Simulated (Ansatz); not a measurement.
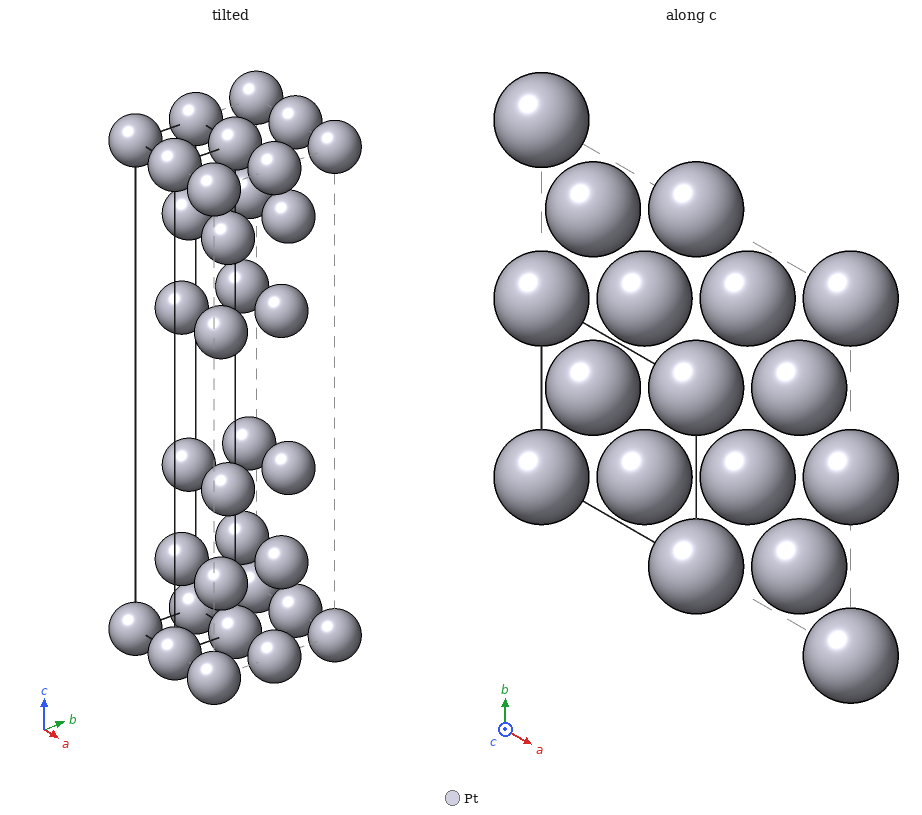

A spheres-only rendering, viewed slightly off an axis and along the c axis. A block of 2×2×1 cells is shown, with one conventional unit cell in solid outline.

Explain the picture.

The element is platinum. It is primitive hexagonal, space group P-3m1 (No. 164). The cell holds five atoms. Pt takes three kinds of site: 2d with nine Pt; 2d with twelve Pt in a cuboctahedral arrangement; 1a with twelve Pt in a cuboctahedral arrangement.

Starting structure: the standard structure of this element; a slab was cut from it. Earlier steps of the study may have refined or changed the cell and positions. It was run through Ansatz as a DFT input.
